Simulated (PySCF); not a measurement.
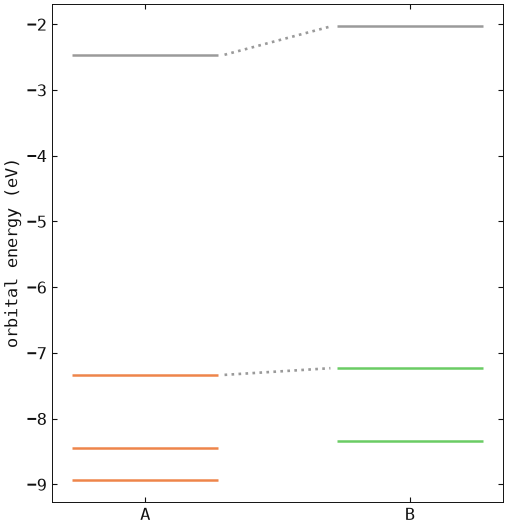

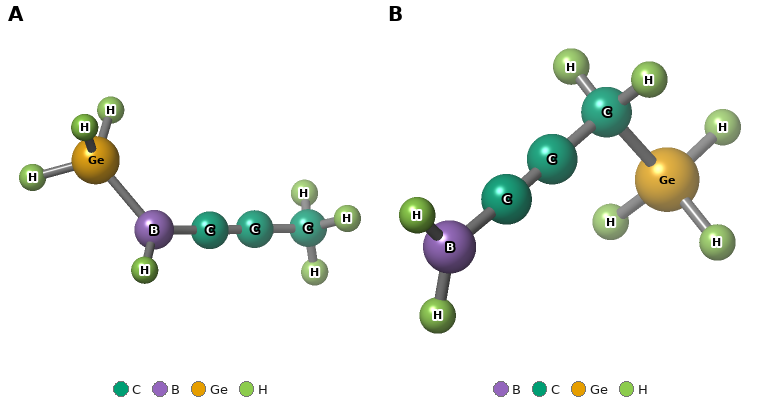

Related molecules: A is C₃H₇BGe, SMILES CC#C[BH][GeH3], singlet; B is C₃H₇BGe, SMILES BC#C[CH2][GeH3], singlet. Frontier orbital energies, PBE0/def2-SVPD in PySCF 2.14.0, at a GFN2-xTB geometry (no frequency check); drawn are at most three filled levels and, in grey, the LUMO with any level within 0.03 eV of it; dotted lines join the HOMOs and the LUMOs.

Question: What does the change do to the frontier levels?

Answer: From A to B the HOMO rises by 0.10 eV and the LUMO rises by 0.43 eV, so the separation goes from 4.87 to 5.20 eV.

Limits of at least one run: the tight-binding geometry is rougher than a DFT one and adds to the error.
